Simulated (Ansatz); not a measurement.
Consider GaReSi.

```yaml
crystal:
  lattice:
    - [3.21031, 0.00000, 0.00000]
    - [0.00000, 3.21031, 0.00000]
    - [0.00000, 0.00000, 8.11543]
  atoms:
    - { symbol: Ga, position: [0.50000, 0.00000, 0.91366] }
    - { symbol: Ga, position: [0.00000, 0.50000, 0.08634] }
    - { symbol: Si, position: [0.00000, 0.50000, 0.41552] }
    - { symbol: Si, position: [0.50000, 0.00000, 0.58448] }
    - { symbol: Re, position: [0.00000, 0.50000, 0.72877] }
    - { symbol: Re, position: [0.50000, 0.00000, 0.27123] }
```

Space group P4/nmm; computed pressure about −10 GPa in this cell; computed without spin polarisation.

The calculation used DFT LDA, scalar-relativistic, plane waves, PAW (Ansatz).

> Predict the valence pseudo-density and electron localisation function between the atoms.

Re–Si (2.54 Å): the density is about 0.5 e/Å³ at the midpoint; the ELF peaks at about 0.80 in the valence shell of Si, 0.9 Å from its nucleus, and is about 0.50 at the midpoint.
Ga–Ga (2.67 Å): ρ at the midpoint is about 0.26 e/Å³; the ELF is about 0.35 at the midpoint.
Ga–Si (2.67 Å): the density is about 0.29 e/Å³ at the midpoint, with its minimum of 0.25 e/Å³ about 1.5 Å from Ga; the ELF is about 0.35 at the midpoint and 0.25 at its lowest between the atoms: no shared electron pair shows on this line.
Ga–Re (2.72 Å): the density is about 0.34 e/Å³ at the midpoint; the ELF is about 0.35 at the midpoint.
Bader's partition of the density gives Ga +0.21, Si +0.44 and Re −0.65 e.

> How much charge does the calculation move between the atoms?

Electrons move from Ga and Si towards Re. Bader charges: Ga +0.21, Si +0.44 and Re −0.65 e.

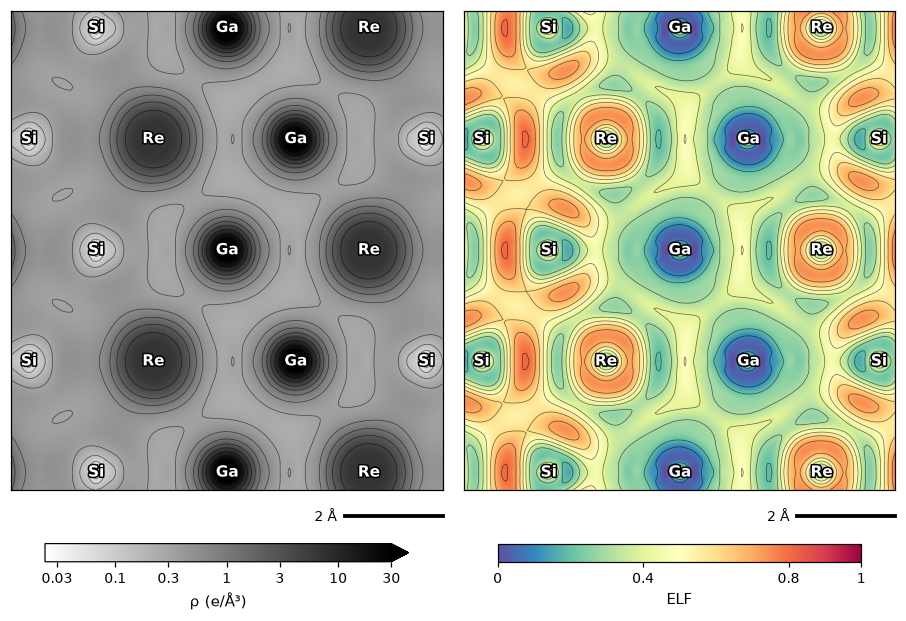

Computed valence pseudo-density and electron localisation function on the (11̄0) plane of the conventional cell, in this order. 

Core electrons are frozen (PAW), and the valence fields are smoothed inside the atomic spheres.
